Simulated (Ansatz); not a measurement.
The starting structures come from a database of crystals and need not be the phases stable at ambient conditions.

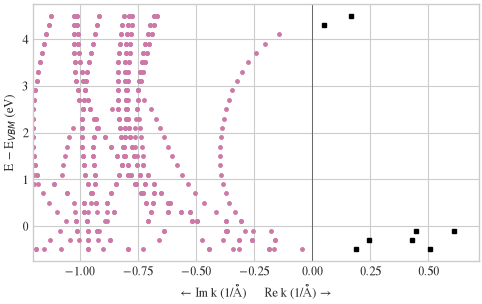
Figure. Complex bands at the centre of the two-dimensional zone; r2SCAN run with Ansatz (a quantum-chemistry and plane-wave program)

The gap is the functional's own. No spin-orbit coupling. Mid-gap values are interpolated on the energy grid.

Q: This is K2Sn(HO)6 (R-3, not sure to be the ambient phase, 15 atoms a cell, 10.9 Å³ an atom, -4 GPa at this level) along the normal of (110). Read off the slowest decay at the centre of the two-dimensional zone at 2.10 eV, the computed energy nearest the middle of the gap.

A: κ ≈ 0.39 1/Å, a decay length 1/(2κ) of the density of 1.3 Å.
